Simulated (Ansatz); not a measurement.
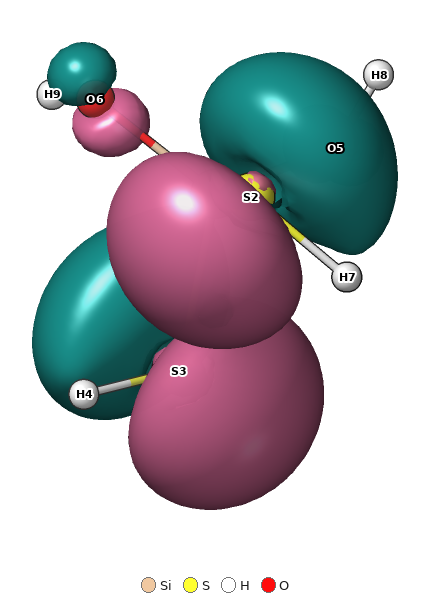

*H₄O₂S₂Si. The HOMO−1 at ±0.1 Å⁻³ᐟ² (teal and pink are the two phases), seen at a tilt.*

The reactant side of a reaction path; geometry: PBE0-D4/def2-TZVP.

Level of theory: RKS PBE0-D4/def2-TZVPP in Ansatz.

```xyz
9

Si   -0.1347    0.0351    0.0478
S     1.3768   -0.6976    1.3454
S     0.4330    0.2290   -1.9883
H     0.7890   -1.0637   -2.0789
O    -0.5852    1.5687    0.3882
O    -1.3078   -1.0781    0.2836
H     2.2289    0.2873    1.0142
H    -0.7493    1.7733    1.3111
H    -2.0508   -1.0540   -0.3230
```

Question: What is the character of this orbital?

Answer: By Hirshfeld shares it lies mainly on S2 (about 40 %) and S3 (about 40 %); largely a combination of lone pairs on S2 and S3. Its energy is −7.99 eV.
